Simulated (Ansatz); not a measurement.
# CH2AlClF (SMILES [CH2][Al]([F])[Cl]) (doublet): what the fields show

Input

```
crystal:
  periodic: [false, false, false]
  atoms:
    - {symbol: C, position_ang: [-0.960272, -0.238708, -2.748257]}
    - {symbol: Al, position_ang: [-0.312470, 0.897107, -1.362150]}
    - {symbol: Cl, position_ang: [0.659670, 2.703277, -1.763924]}
    - {symbol: F, position_ang: [-0.499828, 0.487170, 0.235230]}
    - {symbol: H, position_ang: [-0.856032, -0.005605, -3.815195]}
    - {symbol: H, position_ang: [-1.474361, -1.190102, -2.562508]}
basis:
  gaussian:
    orbitals: def2-TZVPD
magnetization:
  spin_polarized: true
  initial_magnetization: 1
output: {forces: true, orbitals: {seedname: orbitals}}
hamiltonian:
  xc: pbe0
```

Launched as:

```sh
ansatz run input.yaml --threads 1 --pin off --max-ram 2610MiB --events-out events.jsonl --progress --plain --runs-dir runs
```

Geometry: PBE0-D3(BJ)/def2-SVP.

Theory: isolated molecule in a Gaussian basis; Kohn-Sham density functional theory, functional PBE0 (Ansatz 0.2.0).

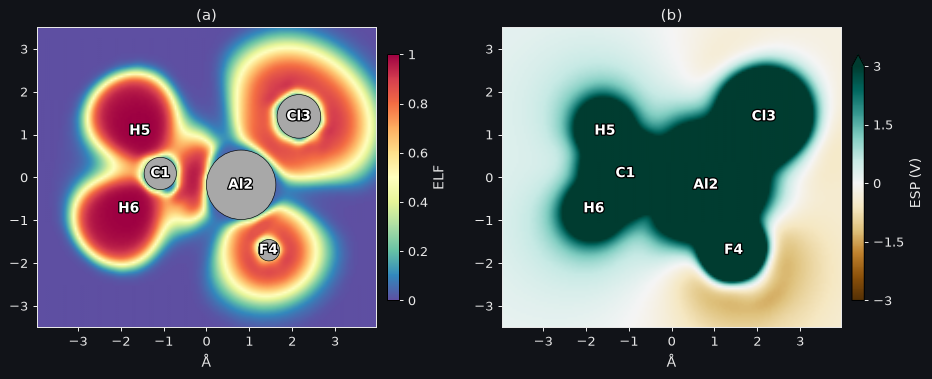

Figure 1. (a) electron localisation function; (b) electrostatic potential on the molecular plane. Grey discs cover the atomic cores in the ELF map.

> Read the bonding off the picture.

- Atoms in the plane: C, Al, Cl, F and H.
- Al–F (1.66 Å): the ELF peaks at about 0.85 in the valence shell of F, 0.6 Å from its nucleus, and is about 0.25 at the midpoint.
- C–Al (1.91 Å): the ELF peaks at about 0.95 between the atoms: a polar covalent bond.
- Al–Cl (2.09 Å): the ELF peaks at about 0.85 in the valence shell of Cl, 0.9 Å from its nucleus, and is about 0.80 at the midpoint.
- C–H (1.10 Å): the ELF climbs to about 1 towards the hydrogen, as it does in any bond to H: an ordinary covalent bond to hydrogen.
- The ELF also peaks beside F4 and Cl3, away from the bonds: non-bonding electrons, paired or unpaired.
- Outside the dense part of the molecule the potential is most negative (−1.4 V) near F4.

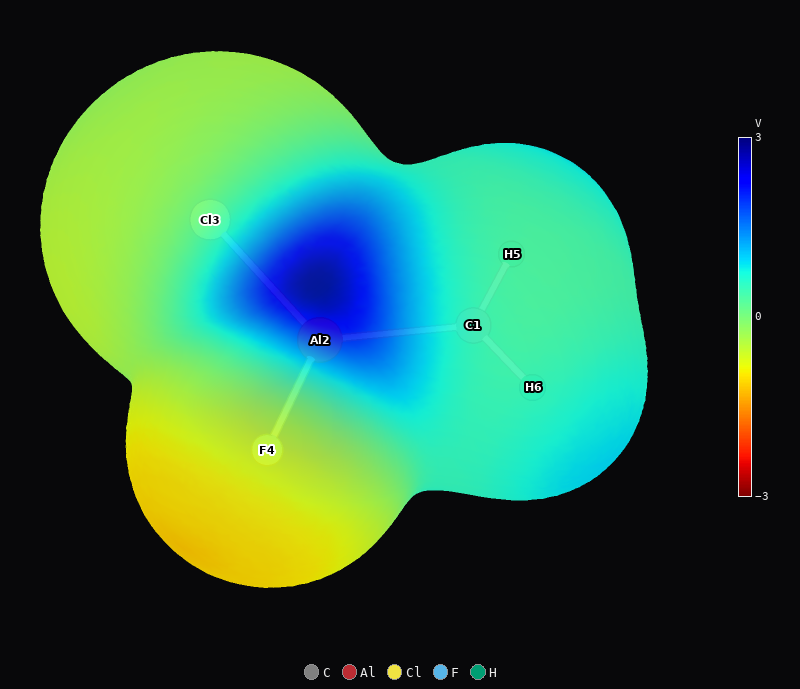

Figure 2. The molecular electrostatic potential painted on the density surface at 0.001 e/bohr³, seen at a tilt; red is negative and blue positive.

> Describe the electrostatic potential map.

The most negative region (about −1.2 V, or −28 kcal/mol for a unit charge) lies over F4, the most positive (about +2.7 V, or +62 kcal/mol for a unit charge) over Al2.

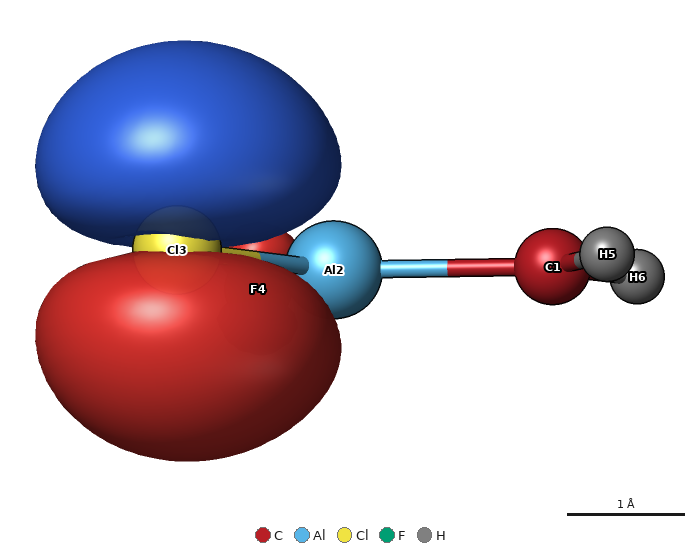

Figure 3. The HOMO−1 (β) at ±0.1 Å⁻³ᐟ² (blue and red are the two phases), seen from one side.

> Describe this orbital and give its energy.

By Hirshfeld shares it lies mainly on Cl3 (about 90 %); it changes sign across the molecular plane (π type). Its energy is −9.64 eV.

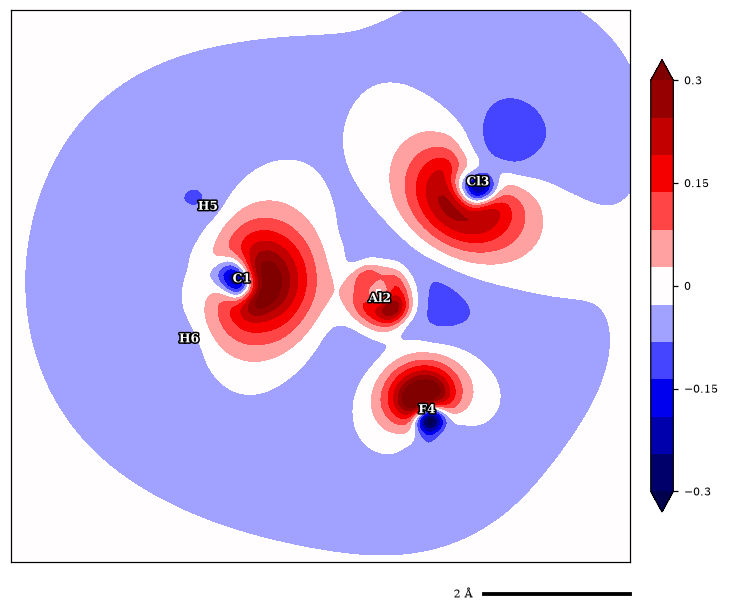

Figure 4. The LUMO (α) on the molecular plane (values in Å⁻³ᐟ²; the overall sign is arbitrary).

> Where does this orbital lie, and at what energy?

Its weight (Hirshfeld) is mainly on Al2 (about 60 %), Cl3 (about 15 %) and C1 (about 10 %); it is symmetric in the molecular plane (an in-plane orbital: σ, lone-pair or in-plane π type). Its energy is −0.96 eV.
